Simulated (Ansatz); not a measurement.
**LaAsRuO: from the listed structure to its properties**

This session takes LaAsRuO and sets out to find the equilibrium cell.

Method: DFT PBE, scalar-relativistic, plane waves, PAW, in Ansatz 0.2.0.

## (1) The system as given

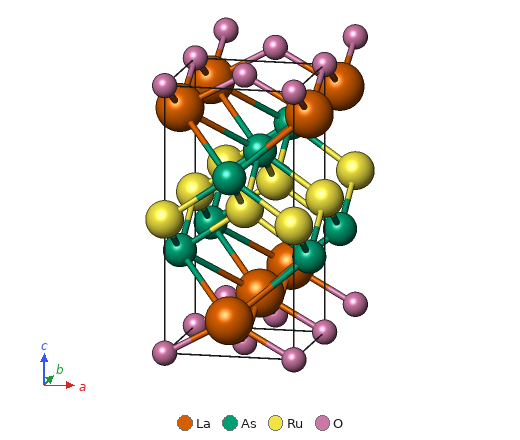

Start, viewed slightly off an axis; lanthanum orange, arsenic teal, ruthenium yellow, oxygen pink. 1×2×1 cells are drawn. Atoms on the faces are drawn again on the opposite ones.

Coordinates:

```
CELL_PARAMETERS angstrom
4.11954 0.00000 0.00000
0.00000 4.11954 0.00000
0.00000 0.00000 8.49128
ATOMIC_POSITIONS crystal
La 0.50000 0.00000 0.13338
La 0.00000 0.50000 0.86662
As 0.50000 0.00000 0.66640
As 0.00000 0.50000 0.33360
Ru 0.00000 0.00000 0.50000
Ru 0.50000 0.50000 0.50000
O 0.00000 0.00000 0.00000
O 0.50000 0.50000 0.00000
```

## (2) Probe: one point at the start

Contents of input.yaml:

```yaml
crystal:
  lattice:
    - [4.11954, 0.0, 0.0]
    - [0.0, 4.11954, 0.0]
    - [0.0, 0.0, 8.49128]
  atoms:
    - { symbol: La, position: [0.5, 0.0, 0.13338] }
    - { symbol: La, position: [0.0, 0.5, 0.86662] }
    - { symbol: As, position: [0.5, 0.0, 0.6664] }
    - { symbol: As, position: [0.0, 0.5, 0.3336] }
    - { symbol: Ru, position: [0.0, 0.0, 0.5] }
    - { symbol: Ru, position: [0.5, 0.5, 0.5] }
    - { symbol: O, position: [0.0, 0.0, 0.0] }
    - { symbol: O, position: [0.5, 0.5, 0.0] }
basis:
  ecutwfc: 420
kpoints:
  mp_grid: { grid: [4, 4, 2] }
hamiltonian:
  xc: pbe
scf:
  occupations: { method: gaussian, width: 0.1 }
output:
  forces: true
  stress: true
  eigenvalues: true
```

Command:

```bash
$ ansatz run input.yaml --threads 2 --pin off --max-ram 5120MiB --backend cpu --events-out ev --progress --plain --runs-dir out
```

Output, shortened:

```text
Warning: RAYON_NUM_THREADS=2 ignored (pool sized by the plan → 2); use --threads N
[...]
Pseudopotentials: kind: paw
Pseudopotential: La, paw, valence charge 11, recommended cutoff 420 eV (normal), La.paw.azcp
Pseudopotential: As, paw, valence charge 15, recommended cutoff 420 eV (normal), As.paw.azcp
Pseudopotential: Ru, paw, valence charge 16, recommended cutoff 420 eV (normal), Ru.paw.azcp
Pseudopotential: O, paw, valence charge 6, recommended cutoff 420 eV (normal), O.paw.azcp
Functional definition: PBE
[...]
Crystal: 8 atoms, lattice volume = 144.102 Å³
Basis set: ecut = 420 eV, 2805 PW (Γ), exchange–correlation on 60×60×120 points (8 copies of the dense FFT grid, shifted against one another)
[...]
Entropy (-TS):   -0.014173 eV (-1.772 meV/atom)
Fermi energy:    14.171230 eV
[...]
--- Forces (eV/Å), atoms counted from 1 ---
  atom   1  La    -0.00000000     0.00000000     0.99502592
  atom   2  La     0.00000000     0.00000000    -0.99502592
  atom   3  As    -0.00000000     0.00000000    -1.52930510
  atom   4  As     0.00000000     0.00000000     1.52930510
  atom   5  Ru     0.00000000     0.00000000    -0.00000000
  atom   6  Ru    -0.00000000     0.00000000     0.00000000
  atom   7  O     -0.00000000     0.00000000    -0.00000000
  atom   8  O      0.00000000     0.00000000     0.00000000
[...]
--- Stress (GPa, compression-positive) ---
        1.416741      -0.000000      -0.000000
       -0.000000       1.416741      -0.000000
       -0.000000      -0.000000      -0.438638
  P = ⅓ Tr σ = 0.7983 GPa (7.983 kbar)
--- Band table (eV; the first three rows and the last of 12) ---
[...]
```

Run time: 4.2 s. Hardware: 2 threads of Intel Xeon at 2.70GHz, shared host; peak memory 0.54 GiB.

Read-out: pressure 0.8 GPa, largest force 1.53 eV/Å, gap on this mesh none (metal). With stress or forces this large, a rough relaxation on a coarse mesh goes ahead of the careful one.

[end of part 1 of 3]
